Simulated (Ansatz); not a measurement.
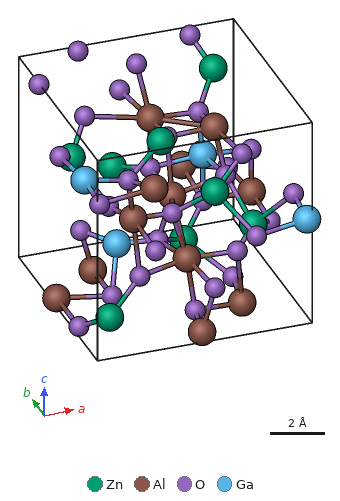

Starting frame of a dynamics run of an amorphous cell of composition Zn$_{8}$Al$_{12}$O$_{32}$Ga$_{4}$ (56 atoms in the cell). A ball-and-stick model of the simulation cell, seen from a free direction. Bonds to atoms that aren't drawn are left out.

Theory: DFT, PBEsol, PAW, plane waves in Ansatz.

Run with plane-wave cutoff 420 eV; k-point mesh 1 × 1 × 1; Fermi-Dirac smearing 0.01 eV; Langevin thermostat (NVT); set temperature 5500 K, then 5500 K at the end of 300 steps, then to 300 K over 350 steps; time step 2.5 fs. The run takes 1.60 ps.

Q: What does the trajectory do?

A: Under the programmed temperature the kinetic temperature goes from 5570 K (first eighth) to 1115 K (last eighth), with a peak of 6074 K. That is well off the final set point of 300 K. The potential energy in the second half lies on average 71.8 meV per atom below the first frame. In the second half of the run the atoms are, in the root-mean-square, this far from where they began (common drift taken out): Ga 2.38 Å, O 1.67 Å, Al 1.64 Å, Zn 1.51 Å. Against the typical shortest distance between atoms in the first frame, about 1.7 Å these are large excursions, but over 1.60 ps one can't yet tell strong vibration from the start of diffusion. 33 of the 56 free atoms end more than three quarters of that spacing from the start.

Along the run:

| time (fs) | potential energy (meV/atom) | T (K) |
| --- | --- | --- |
| 0.0 | 0.0 | 5402 |
| 97.5 | -184.2 | 5739 |
| 197.5 | -45.6 | 4867 |
| 297.5 | 105.3 | 5389 |
| 397.5 | 219.9 | 5206 |
| 497.5 | 178.8 | 4985 |
| 597.5 | 163.5 | 6074 |
| 697.5 | 308.9 | 5700 |
| 797.5 | 212.0 | 4979 |
| 897.5 | 246.1 | 5830 |
| 997.5 | 189.4 | 5621 |
| 1097.5 | 80.0 | 4264 |
| 1197.5 | -113.3 | 2955 |
| 1297.5 | -196.8 | 2872 |
| 1397.5 | -279.9 | 1854 |
| 1497.5 | -331.9 | 1308 |
| 1597.5 | -451.9 | 923 |

The frame at 1.60 ps:

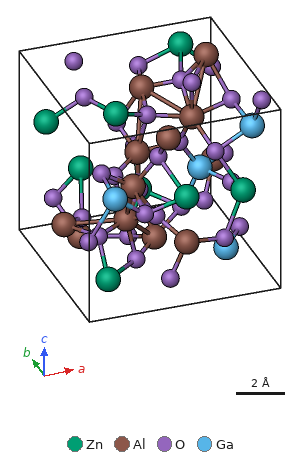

Limits of the set-up: the program's low-accuracy preset was used.

Cost: 6 min on 1 × NVIDIA GB300 Max-Q with 8 threads of Arm Neoverse-V2, peak memory 1.9 GiB.
